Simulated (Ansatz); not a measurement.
Abstraction of Cl: C2H5Cl2Ga + SiH3(SiH2) → C2H5ClGa + SiH2(SiH3)Cl

Species: C2H5Cl2Ga `C[CH2][Ga]([Cl])[Cl]`, singlet; SiH3(SiH2), doublet; C2H5ClGa `C[CH2][Ga][Cl]`, doublet; SiH2(SiH3)Cl, singlet. A radical takes Cl: the energy is the difference in strength between the Ga–Cl bond broken and the Si–Cl bond made.

Shapes, held fixed at every level: PBE0-D4/def2-TZVP. Flexible molecules stand in one conformer, not always the lowest. Programs: Ansatz 0.2.0. Electronic energies: no zero-point or thermal term.

| level | kind | ΔE (kJ/mol) | less CCSD(T)/def2-TZVPP | CPU time (sum over the molecules) |
| --- | --- | --- | --- | --- |
| HF/def2-TZVPP | Hartree–Fock | -0.9 | -1.6 | – |
| SPW92/def2-TZVPP | LDA | -13.9 | -14.6 | 21 s |
| B3LYP-D4/def2-TZVPP | global hybrid | -16.5 | -17.2 | 79 s |
| BHLYP-D4/def2-TZVPP | global hybrid | -10.2 | -10.9 | 68 s |
| PBE0-D4/def2-TZVPP | global hybrid | -7.4 | -8.1 | 62 s |
| r2SCAN0-D4/def2-TZVPP | global hybrid | -3.1 | -3.8 | 1.7 min |
| wB97M-V/def2-TZVPP | range-separated hybrid | -17.3 | -18.0 | 3.5 min |
| CCSD(T)/def2-TZVPP | coupled cluster or CI | +0.7 | 0.0 | 58 min |

The highest level, CCSD(T)/def2-TZVPP, gives ΔE = +0.7 kJ/mol; the levels span -17.3 to +0.7. That is about zero within the method's error. They disagree on the sign: 1 of 8 are positive. The column of differences is taken from that level and isn't an error. No measured value is set beside it here. Open shells run unrestricted. Relativity is left out for Ga. Outer-core shells of Ga are correlated, in sets that cover them unevenly. Times are processor times on shared x86 and Arm servers, and rough.

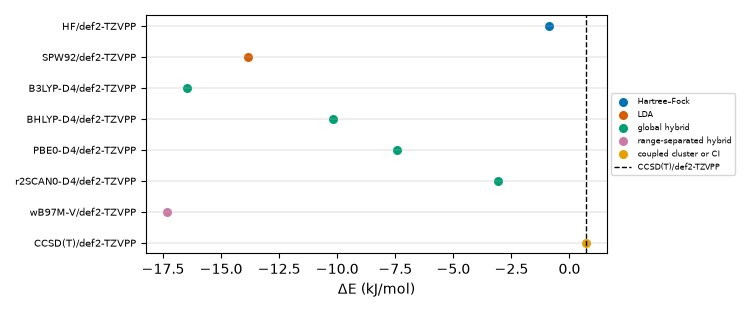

The values of the table, level by level.
